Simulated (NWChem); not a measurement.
**C2H5F (SMILES CCF) at 4 levels**

Wanted: a comparison of 4 runs (B3LYP/aug-cc-pVDZ, M06-L/aug-cc-pVDZ, PBE0/aug-cc-pVDZ, r2SCAN/aug-cc-pVDZ) of C2H5F. 

Program for the calculation: NWChem 7.3.0.

## Step 1: The system as given

C2H5F has 8 atoms, charge 0, and is taken as a singlet. SMILES: `CCF`. The shape is that of a PBE0-D4/def2-TZVP optimisation.

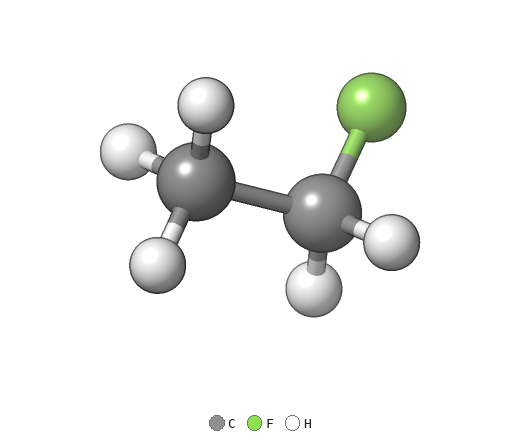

The structure, seen from a chosen angle (carbon grey, fluorine green, hydrogen white).

## Step 2: Energy and forces at B3LYP/aug-cc-pVDZ (run 1)

The input, sp.nw:

```
echo
start sp
title "C2H5F B3LYP"
memory stack 880 mb heap 220 mb global 1100 mb
charge 0

geometry units angstroms noautosym nocenter noautoz
 C     -0.431700     0.566900    -0.264600
 C      0.378400    -0.599100     0.230500
 F      1.663300    -0.186400     0.546500
 H     -1.443900     0.237400    -0.512600
 H      0.018600     0.998500    -1.160400
 H     -0.500300     1.343000     0.499800
 H      0.464000    -1.381500    -0.529800
 H     -0.056300    -1.036000     1.134800
end

basis spherical bse
 * library aug-cc-pVDZ
end

dft
 xc b3lyp
 grid fine
 convergence energy 1e-08
 maxiter 100
 mulliken
end

task dft gradient
```

Run with:

```console
$ nwchem sp.nw > sp.out
```

What it wrote:

```text
[...]
          Wavefunction type:  closed shell.
          No. of atoms     :     8
          No. of electrons :    26
[...]
          Charge           :     0
          Spin multiplicity:     1
[...]
          AO basis - number of functions:   114
[...]
              XC Information
              --------------
                         B3LYP Method XC Potential
                     Hartree-Fock (Exact) Exchange  0.200
                        Slater Exchange Functional  0.800 local
                    Becke 1988 Exchange Functional  0.720 non-local
              Lee-Yang-Parr Correlation Functional  0.810
                  VWN I RPA Correlation Functional  0.190 local
[...]
 d= 0,ls=0.0,diis     1   -179.0331165803 -2.58D+02  1.50D-02  4.87D-01     5.1
[...]
 d= 0,ls=0.0,diis     8   -179.0852894591  3.94D-10  1.37D-06  6.24D-08    32.6
         Total DFT energy =     -179.085289459146
      One electron energy =     -402.146483149109
           Coulomb energy =      166.831758031912
    Exchange-Corr. energy =      -23.186539213366
 Nuclear repulsion energy =       79.415974871417
[...]
      Total Density - Mulliken Population Analysis
     ---------------------------------------------
    Atom       Charge   Shell Charges
 -----------   ------   -------------------------------------------------------
    1 C    6     5.25   2.02  0.67  0.15  0.13  2.17  0.13 -0.04  0.05 -0.03
    2 C    6     4.86   2.02  0.67  0.16 -0.11  2.04 -0.01 -0.06  0.12  0.01
    3 F    9     9.44   2.01  0.89  1.05  0.11  3.34  1.92  0.11  0.00  0.02
    4 H    1     1.22   0.78  0.47  0.01  0.03 -0.06
    5 H    1     1.25   0.78  0.47  0.02  0.03 -0.04
    6 H    1     1.25   0.78  0.47  0.02  0.03 -0.04
    7 H    1     1.37   0.79  0.59  0.01  0.02 -0.04
    8 H    1     1.37   0.79  0.59  0.01  0.02 -0.04
[...]
  wavefunction    = closed shell
                         DFT ENERGY GRADIENTS
    atom               coordinates                        gradient
                 x          y          z           x          y          z
   1 C      -0.815795   1.071286  -0.500021    0.000855  -0.002093   0.000758
   2 C       0.715072  -1.132135   0.435582    0.010675   0.005132   0.002233
   3 F       3.143181  -0.352245   1.032735   -0.014747  -0.004195  -0.003734
   4 H      -2.728575   0.448621  -0.968674    0.004213   0.001531   0.000999
   5 H       0.035149   1.886891  -2.192838   -0.001754  -0.001877   0.003851
   6 H      -0.945430   2.537902   0.944485    0.000443  -0.003364  -0.003216
   7 H       0.876833  -2.610656  -1.001177   -0.000871   0.003118   0.002855
   8 H      -0.106392  -1.957756   2.144461    0.001187   0.001747  -0.003745
[...]
```

Run time: 45 s. Hardware: 1 thread of Intel Xeon Platinum 8259CL at 2.50GHz (Skylake/Cascade Lake), shared host; peak memory 0.12 GiB.

## Step 3: Energy and forces at M06-L/aug-cc-pVDZ (run 2)

The input, job.xyz:

```xyz
8
C2H5F M06-L
C     -0.431700     0.566900    -0.264600
C      0.378400    -0.599100     0.230500
F      1.663300    -0.186400     0.546500
H     -1.443900     0.237400    -0.512600
H      0.018600     0.998500    -1.160400
H     -0.500300     1.343000     0.499800
H      0.464000    -1.381500    -0.529800
H     -0.056300    -1.036000     1.134800
```

The input, job.nw:

```
start job
title "C2H5F M06-L"
memory total 2200 mb
charge 0

geometry units angstrom noautosym nocenter noautoz
  load job.xyz
end

basis spherical bse
  C library aug-cc-pVDZ
  F library aug-cc-pVDZ
  H library aug-cc-pVDZ
end

dft
  xc m06-l
  grid fine
  convergence energy 1e-08
  maxiter 100
  mulliken
end

task dft gradient
```

Run with:

```console
$ nwchem job.nw > job.out
```

What it wrote:

```text
[...]
          Wavefunction type:  closed shell.
          No. of atoms     :     8
          No. of electrons :    26
[...]
          Charge           :     0
          Spin multiplicity:     1
[...]
          AO basis - number of functions:   114
[...]
              XC Information
              --------------
                        M06-L Method XC Functional
                         M06-L Exchange Functional  1.000
                       M06-L Correlation Potential  1.000
[...]
 d= 0,ls=0.0,diis     1   -179.0060435210 -2.58D+02  1.16D-02  4.19D-01     5.8
[...]
 d= 0,ls=0.0,diis    10   -179.0535040008 -3.32D-09  1.61D-06  2.11D-09    52.1
         Total DFT energy =     -179.053504000835
      One electron energy =     -402.226360616457
           Coulomb energy =      166.940909298207
    Exchange-Corr. energy =      -23.184027554002
 Nuclear repulsion energy =       79.415974871417
[...]
      Total Density - Mulliken Population Analysis
     ---------------------------------------------
    Atom       Charge   Shell Charges
 -----------   ------   -------------------------------------------------------
    1 C    6     5.79   2.02  0.68  0.22  0.04  2.12  0.68 -0.02  0.04  0.02
    2 C    6     5.27   2.02  0.69  0.24 -0.10  2.00  0.30 -0.01  0.11  0.03
    3 F    9     9.51   2.01  0.91  1.05  0.10  3.30  2.03  0.09  0.00  0.02
    4 H    1     1.05   0.78  0.28  0.01  0.03 -0.05
    5 H    1     1.06   0.78  0.27  0.02  0.03 -0.04
    6 H    1     1.06   0.78  0.27  0.02  0.03 -0.04
    7 H    1     1.13   0.80  0.35  0.01  0.03 -0.05
    8 H    1     1.13   0.80  0.35  0.01  0.03 -0.05
[...]
  wavefunction    = closed shell
                         DFT ENERGY GRADIENTS
    atom               coordinates                        gradient
                 x          y          z           x          y          z
   1 C      -0.815795   1.071286  -0.500021   -0.001962   0.003055  -0.001191
   2 C       0.715072  -1.132135   0.435582    0.008394  -0.002766   0.003159
   3 F       3.143181  -0.352245   1.032735   -0.009450  -0.002665  -0.002396
   4 H      -2.728575   0.448621  -0.968674    0.002672   0.000689   0.000692
   5 H       0.035149   1.886891  -2.192838   -0.001016  -0.001592   0.002592
   6 H      -0.945430   2.537902   0.944485    0.000397  -0.002559  -0.001967
   7 H       0.876833  -2.610656  -1.001177   -0.000353   0.003477   0.002237
   8 H      -0.106392  -1.957756   2.144461    0.001319   0.002362  -0.003127
[...]
```

Wall time 70 s (1 thread of Intel Xeon Platinum 8259CL at 2.50GHz (Skylake/Cascade Lake), shared host); peak memory 0.12 GiB.

Run 3 isn't shown in full; the table further down has it.

## Step 4: Energy and forces at r2SCAN/aug-cc-pVDZ (run 4)

The input, work.nw:

```
start work
title "C2H5F gradient"
memory 2200 mb
charge 0

geometry units angstroms noautosym nocenter noautoz
 C    -0.431700    0.566900   -0.264600
 C     0.378400   -0.599100    0.230500
 F     1.663300   -0.186400    0.546500
 H    -1.443900    0.237400   -0.512600
 H     0.018600    0.998500   -1.160400
 H    -0.500300    1.343000    0.499800
 H     0.464000   -1.381500   -0.529800
 H    -0.056300   -1.036000    1.134800
end

basis spherical bse
 C library aug-cc-pVDZ
 F library aug-cc-pVDZ
 H library aug-cc-pVDZ
end

dft
 xc r2scan
 grid fine
 convergence energy 1e-08
 iterations 100
 mulliken
 print medium
end

task dft gradient
```

Run with:

```console
$ nwchem work.nw > work.out
```

What it wrote:

```text
[...]
          Wavefunction type:  closed shell.
          No. of atoms     :     8
          No. of electrons :    26
[...]
          Charge           :     0
          Spin multiplicity:     1
[...]
          AO basis - number of functions:   114
[...]
              XC Information
              --------------
                      r^2SCAN Method XC Functional
               r^2SCAN metaGGA Exchange Functional  1.000
                     r^2SCAN Correlation Potential  1.000
[...]
 d= 0,ls=0.0,diis     1   -178.9384911215 -2.58D+02  1.07D-02  4.52D-01     5.4
[...]
 d= 0,ls=0.0,diis     8   -178.9858771741  2.95D-09  1.77D-06  1.28D-07    39.3
         Total DFT energy =     -178.985877174106
      One electron energy =     -402.162684337982
           Coulomb energy =      166.846644759235
    Exchange-Corr. energy =      -23.085812466778
 Nuclear repulsion energy =       79.415974871417
[...]
      Total Density - Mulliken Population Analysis
     ---------------------------------------------
    Atom       Charge   Shell Charges
 -----------   ------   -------------------------------------------------------
    1 C    6     5.60   2.02  0.66  0.26  0.13  2.13  0.40 -0.02  0.04 -0.02
    2 C    6     5.10   2.02  0.68  0.24 -0.08  2.01  0.15 -0.04  0.12  0.01
    3 F    9     9.47   2.01  0.89  1.05  0.11  3.32  1.96  0.10  0.00  0.02
    4 H    1     1.11   0.77  0.37  0.00  0.03 -0.06
    5 H    1     1.13   0.77  0.36  0.01  0.03 -0.04
    6 H    1     1.13   0.77  0.36  0.01  0.03 -0.04
    7 H    1     1.23   0.78  0.46  0.00  0.03 -0.04
    8 H    1     1.23   0.78  0.46  0.00  0.03 -0.04
[...]
  wavefunction    = closed shell
                         DFT ENERGY GRADIENTS
    atom               coordinates                        gradient
                 x          y          z           x          y          z
   1 C      -0.815795   1.071286  -0.500021   -0.000595  -0.000469  -0.000032
   2 C       0.715072  -1.132135   0.435582    0.011234   0.002606   0.002932
   3 F       3.143181  -0.352245   1.032735   -0.013694  -0.004435  -0.003355
   4 H      -2.728575   0.448621  -0.968674    0.004051   0.001624   0.000929
   5 H       0.035149   1.886891  -2.192838   -0.001912  -0.001698   0.003766
   6 H      -0.945430   2.537902   0.944485    0.000286  -0.003186  -0.003304
   7 H       0.876833  -2.610656  -1.001177   -0.000907   0.003593   0.003449
   8 H      -0.106392  -1.957756   2.144461    0.001537   0.001966  -0.004385
[...]
```

It took 57 s on 1 thread of Intel Xeon Platinum 8259CL at 2.50GHz (Skylake/Cascade Lake), shared host; peak memory 0.12 GiB.

## Step 5: All runs side by side

```tsv
run	level	energy (Eh)	dipole moment (D)	HOMO energy (eV)	LUMO energy (eV)	wall time
1	B3LYP/aug-cc-pVDZ	-179.085289	1.93	-9.17	-0.26	45 s
2	M06-L/aug-cc-pVDZ	-179.053504	1.85	-7.95	-0.15	70 s
3	PBE0/aug-cc-pVDZ	-178.887264	1.92	-9.38	0.00	46 s
4	r2SCAN/aug-cc-pVDZ	-178.985877	1.88	-8.05	0.31	57 s
```

## Step 6: Summary of results

| quantity | value |
| --- | --- |
| run 4: total energy | -178.98588 Eh |
| run 4: dipole moment | 1.88 D |
| run 4: HOMO energy | -8.05 eV |
| run 4: LUMO energy | 0.31 eV |
| run 4: HOMO–LUMO gap | 8.36 eV |
| run 4: largest force on an atom | 0.760 eV/Å |

**Reading.** The dipole moment (its size) runs from 1.85 D (M06-L/aug-cc-pVDZ) to 1.93 D (B3LYP/aug-cc-pVDZ). The HOMO–LUMO gap runs from 7.80 eV (M06-L/aug-cc-pVDZ) to 9.38 eV (PBE0/aug-cc-pVDZ). Totals of different functionals can't be ranked against each other. All runs together took 3.6 min, the longest 70 s.
